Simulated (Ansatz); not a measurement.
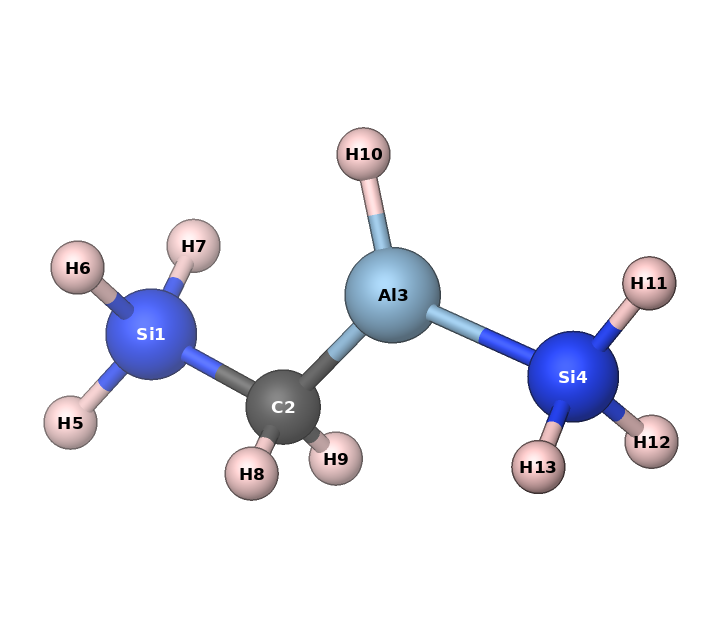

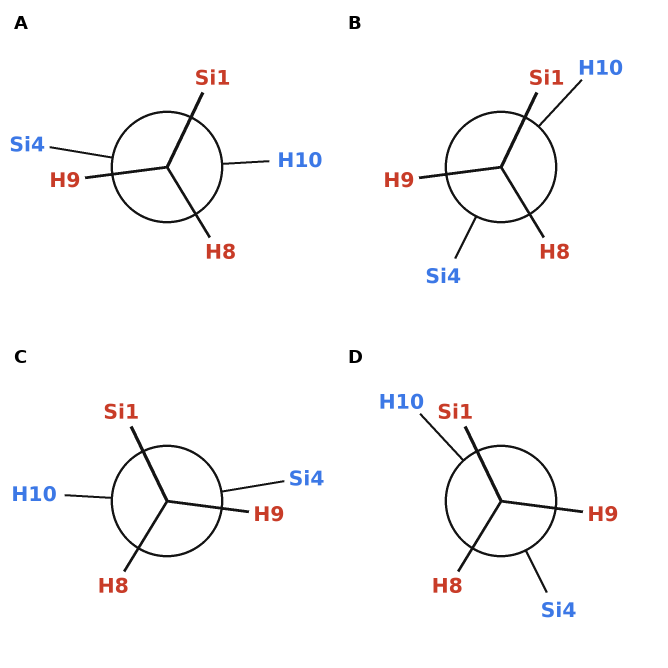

Atoms fade into the background with distance from the viewer. Bonds that would overlap in a projection are set slightly apart. The geometry was computed by an optimisation with PBE0-D4/def2-TZVP. No frequency run is at hand to confirm it as a minimum.

Q: Which Newman projection shows the view along C2–Al3, with C2 in front?

A: B. The torsion angle Si1–C2–Al3–Si4 is −179°, antiperiplanar (anti).
